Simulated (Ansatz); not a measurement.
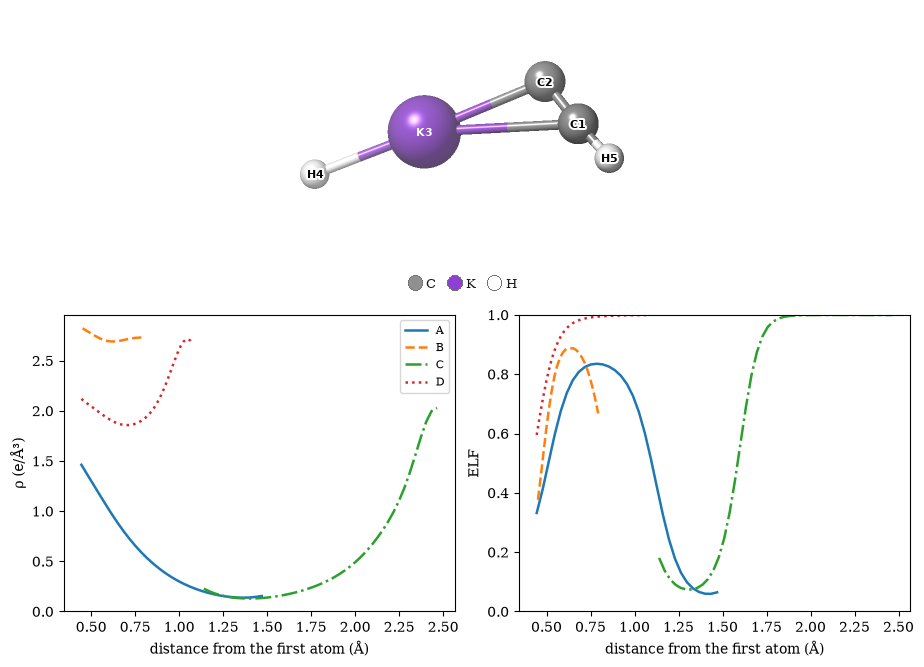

Figure. C2H2K (charge −1). Total electron density and ELF along straight lines between neighbouring atoms. The curves leave out the atomic cores. The structure is drawn too.

Geometry: PBE0-D3(BJ)/def2-SVPD.

Level of theory: Ansatz, isolated molecule in a Gaussian basis; Kohn-Sham density functional theory, functional PBE0.

Input

```
crystal:
  periodic: [false, false, false]
  atoms:
    - symbol: C
      position_ang: [1.593855, 0.078911, -1.469369]
    - symbol: C
      position_ang: [1.632034, 0.070375, -0.225300]
    - symbol: K
      position_ang: [-0.912330, 0.179311, 0.767470]
    - symbol: H
      position_ang: [-3.180310, 0.276002, 1.727644]
    - symbol: H
      position_ang: [1.624762, 0.083422, -2.545825]
basis:
  gaussian: {orbitals: def2-TZVPD}
total_charge: -1
hamiltonian: {xc: {name: PBE0}}
output: {forces: true, orbitals: {seedname: orbitals}}
```

Launched as:

```sh
ansatz run input.yaml --threads 1 --pin off --max-ram 2610MiB --events-out events.jsonl --progress --plain --runs-dir runs
```

**Which curve belongs to which contact (C–C, C–H, C–K and K–H)? The first atom named is at distance zero.**

Curve A: C–K (2.73 Å): the density is about 0.14 e/Å³ at the midpoint; the ELF peaks at about 0.85 in the valence shell of C, 0.8 Å from its nucleus, and is about 0.05 at the midpoint. Curve B: C–C (1.24 Å): ρ is about 2.7 e/Å³ halfway; the ELF peaks at about 0.90 between the atoms: a short, multiple covalent bond. Curve C: K–H (2.46 Å): ρ at the midpoint is about 0.16 e/Å³; the ELF climbs to about 1 towards the hydrogen. Curve D: C–H (1.08 Å): the density is about 2 e/Å³ at the midpoint; the ELF climbs to about 1 towards the hydrogen (an ordinary covalent bond to hydrogen).
